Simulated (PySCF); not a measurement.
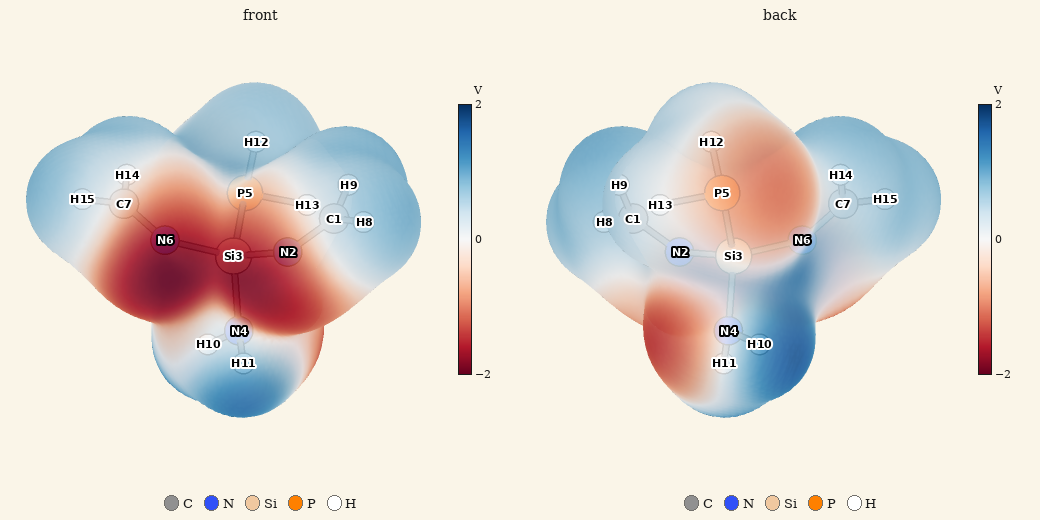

The picture shows: C$_{2}$H$_{8}$N$_{3}$PSi. The molecular electrostatic potential painted on the density surface at 0.002 e/bohr³, seen from the front and from behind; red is negative and blue positive.

Geometry: GFN2-xTB.

All numbers below come from PBE0/pcSseg-1, SCF density, gas phase, non-relativistic in PySCF.

Input file:

```
{"job": {"kind": "nmr", "xc": "PBE0", "basis": "pcSseg-1"}, "charge": 0, "multiplicity": 1}
C      2.236369    -0.808350     0.734109
N      1.018061    -1.060714     0.780613
Si    -0.278409    -0.347378    -0.131471
N     -0.951259    -1.664294    -1.019798
P      0.223918     1.283058    -1.622289
N     -1.322878     0.261450     1.127377
C     -1.846938     1.391936     1.173690
H      2.918694    -1.356653     1.377778
H      2.695847    -0.056242     0.079544
H     -1.790796    -1.486203    -1.546765
H     -1.042737    -2.531424    -0.516096
H      1.030571     1.960181    -0.722093
H      1.296874     0.601524    -2.160241
H     -1.678042     2.181944     0.429022
H     -2.513688     1.639156     1.994707
```

Launched as:

```sh
OMP_NUM_THREADS=1 python probes_run.py task.json out
```

Question: Where is the surface potential most negative and most positive?

Answer: The most negative region (about −1.9 V, or −44 kcal/mol for a unit charge) lies over N6, the most positive (about +1.6 V, or +37 kcal/mol for a unit charge) over H10. N6 is the likeliest acceptor of a hydrogen bond.
